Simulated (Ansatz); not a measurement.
Fields on a plane of Ga (space group Cmce)

```
CELL_PARAMETERS angstrom
      2.28730    -3.86995     0.00000
      2.28730     3.86995     0.00000
      0.00000     0.00000     4.58772
ATOMIC_POSITIONS crystal
  Ga 0.15632 0.84368 0.91773
  Ga 0.84368 0.15632 0.08227
  Ga 0.34368 0.65632 0.41773
  Ga 0.65632 0.34368 0.58227
```

The slice is a (010) plane (indices of the conventional cell) through the point (0.844, 0.156, 0.082) (fractional), spanned by u = [110] and v = [001] in vectors of this cell: u (4.57 Å) and v (4.59 Å, at 90° to u). It covers one period; positions are fractions (u, v).

Atoms on it: Ga at (0.00, 0.00); Ga at (0.50, 0.34).

Calculation: PBE (plane waves to 420 eV, PAW, scalar-relativistic; Ansatz, an electronic-structure program). k mesh 12×12×10. Near the nuclei the fields are pseudised (PAW); where an atom keeps semicore shells as valence, they peak there. Ga was relaxed with its symmetry unable to fall.

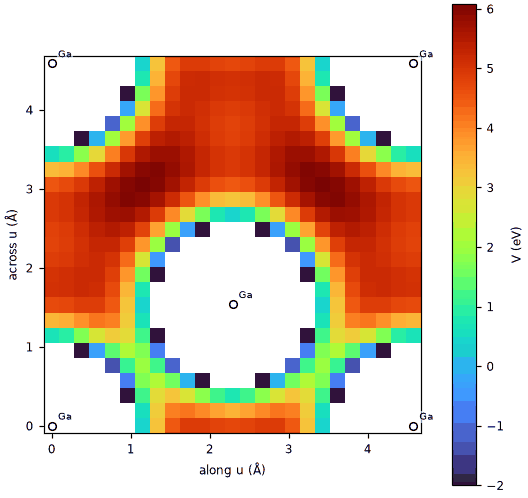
Figure. Electrostatic potential energy of an electron, from the cell's mean, in eV, one period of the plane, atoms marked. Points within 1 Å of a nucleus are left white, as the pseudised field means little there. Values under -2 eV are set to -2. The zero, the cell's mean, hangs on the PAW cores.

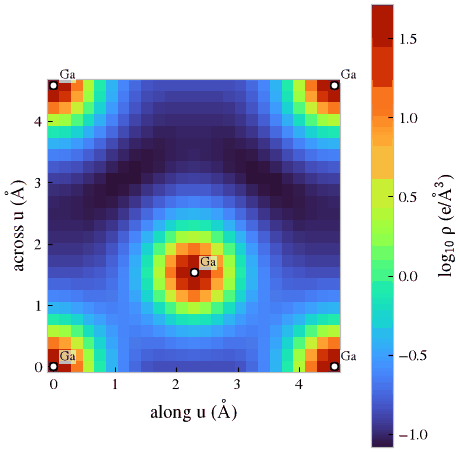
Log₁₀ of the valence density in e/Å³, one period of the plane, atoms marked. The scale is logarithmic, as a density can span decades between atoms and voids.

| Quantity | Result |
|---|---|
| Density on the Ga–Ga line (2.76 Å) at its midpoint | 0.24 e/Å³ |
| ELF at that point | 0.45 |
